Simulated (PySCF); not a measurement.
**C$_{2}$H$_{5}$Se$_{2}$, doublet, SMILES `[CH2][Se][Se]C`: what the electrons do**

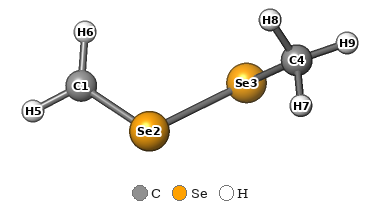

The molecule, with its atoms numbered as below. No frequency check shows the geometry to be a minimum.

Cartesian coordinates (Å):

```
C1      -2.0703    0.8192    0.6741
Se2     -1.0993   -0.4438   -0.1818
Se3      1.0545    0.5285   -0.1554
C4       2.0219   -1.0232    0.5638
H5      -3.1105    0.9113    0.4272
H6      -1.6847    1.3098    1.5489
H7       1.8075   -1.8945   -0.0492
H8       1.7179   -1.1959    1.5927
H9       3.0815   -0.7871    0.5197
```

### 1. Bonding charge

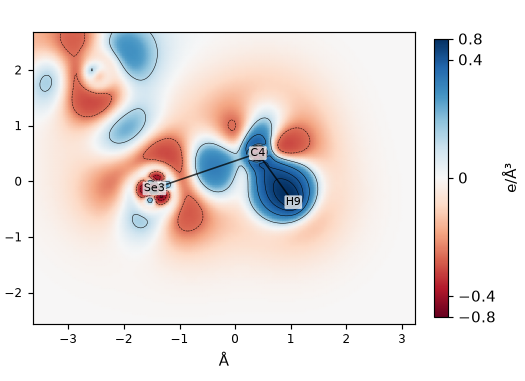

Deformation density (molecule less spherical, spin-averaged free atoms) in the plane of Se3, C4 and H9; colour scale in e/Å³, logarithmic beyond ±0.1; blue: gain, red: loss.

Method: B3LYP/def2-SVPD; geometry: GFN2-xTB; program: PySCF. The stability of the open-shell solution wasn't checked. GFN2-xTB doesn't know the spin state, so this open-shell geometry is rough.

Question: Describe the bonding that the map shows.

Answer: C4–H9: +0.69 e/Å³ at the bond critical point (bond length 1.09 Å). Se3–C4: +0.17 e/Å³ at the bond critical point (bond length 1.97 Å). In all, 2.0 electrons gather in the regions of gain relative to the promolecule.

Question: Where do the Hirshfeld charges lie?

Answer: The highest Hirshfeld charge is on Se2 (+0.06 e), the lowest on C1 (−0.14 e).

```csv
atom,charge (e)
C1,−0.14
Se2,+0.06
Se3,0.00
C4,−0.12
H5,+0.04
H6,+0.03
H7,+0.04
H8,+0.04
H9,+0.05
```

### 2. Local ionisation energy

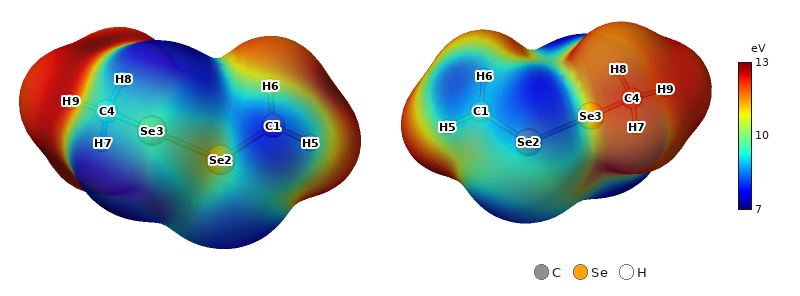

Average local ionisation energy on the surface of electron density 0.001 a.u. (back view left, front view right).

Question: Locate the minima of the map.

Answer: The lowest value is 7.1 eV, 2.4 Å from Se3. Further minima include 7.2 eV, near Se3 (2.43 Å) and H6 (2.64 Å); 7.6 eV, 2.4 Å from Se2; 7.7 eV, over C1, off the plane of its three bonds (2.1 Å). For comparison, the highest occupied orbital lies at −5.1 eV.

Question: What volume does the surface enclose, and what is the dipole moment?

Answer: About 134 Å³; the dipole moment is 1.3 D.

### 3. Spin density

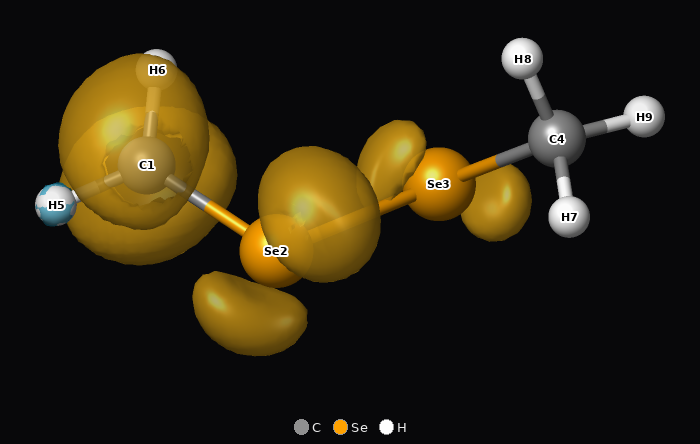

Spin density ρα − ρβ at ±0.03 e/Å³ (yellow: excess α, teal: excess β).

Question: How is the spin shared among the atoms?

Answer: Hirshfeld spin populations: C1 +0.57, Se2 +0.23, Se3 +0.10, H5 +0.04 and H6 +0.04. ⟨S²⟩ = 0.76, against 0.75 for a pure state.

### 4. In an electric field

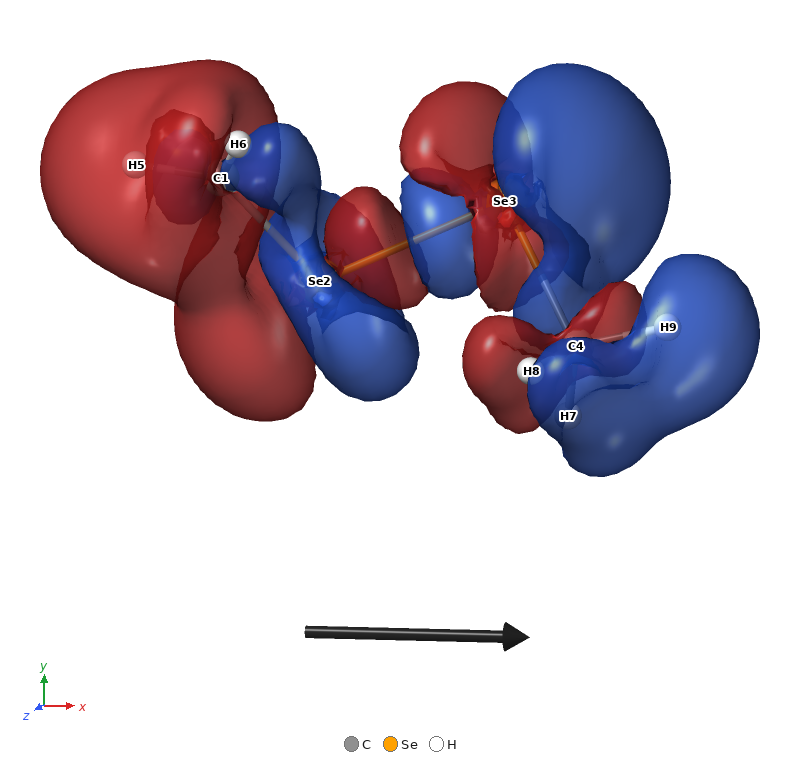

Change of the electron density in a uniform field of 0.26 V/Å along +x (arrow), surfaces at ±0.0015 e/Å³ (red: gain, blue: loss).

PySCF calculation, ωB97X/aug-cc-pVDZ, gas phase; geometry: GFN2-xTB. The stability of the open-shell solution wasn't checked. GFN2-xTB doesn't know the spin state, so this open-shell geometry is rough.

The field was applied in both directions; the picture shows the one opposite to the script's first.

Question: What dipole is induced, and what polarisability does it imply?

Answer: The induced dipole is 1.46 D (along the field); α along this axis, from the fields in both directions, is 115 bohr³ (17.0 Å³).

### 5. Removing or adding an electron

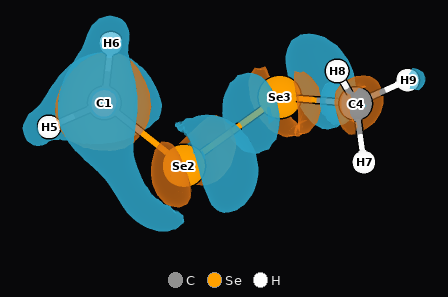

Fukui function f⁺ = ρ(N+1) − ρ(N) at fixed geometry, surfaces at ±0.03 e/Å³ (light blue positive, orange negative).

Computed with PySCF, ωB97X/def2-SVP, geometry: GFN2-xTB. GFN2-xTB doesn't know the spin state, so this open-shell geometry is rough.

Question: Which atoms respond most to the addition of an electron?

Answer: f⁺ (Hirshfeld-condensed) is largest on C1 (0.26), Se2 (0.24) and Se3 (0.22); the vertical electron affinity is 0.07 eV (to the singlet anion, which needn't be its lowest state; rough: the basis has no diffuse functions). Condensed values hint at sites of nucleophilic attack but needn't mark the atom that reacts. Shares this close don't rank the sites. Orbital relaxation makes it negative in places (0.24 e in all).
